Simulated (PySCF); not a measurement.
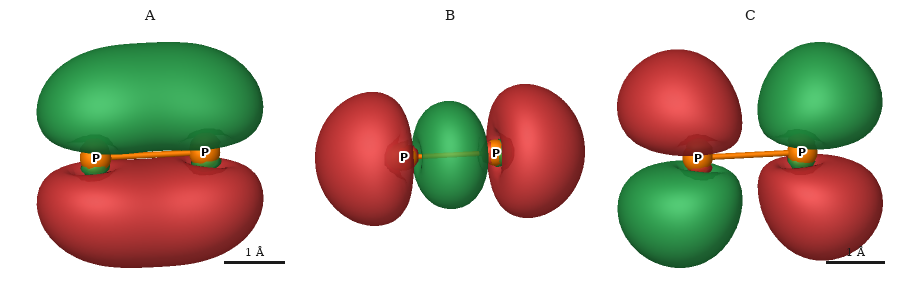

*P₂. Three frontier orbitals, each drawn at the value that holds 80 % of its norm (green and red are the two phases), in no order; of a degenerate pair one member is drawn.*

Theory: PySCF, PBE0/aug-cc-pVDZ(-PP), non-relativistic Hamiltonian with scalar-relativistic core potentials where named, at a bond length of 1.891 Å.

Name the orbitals and rank them from lowest to highest energy.

Orbital B: σg, occupied, −8.43 eV; with no node between the nuclei.
Orbital A: πu, occupied, −8.14 eV; with no node between the nuclei, bonding.
Orbital C: πg, empty, −2.63 eV; antibonding, with a node between the atoms.
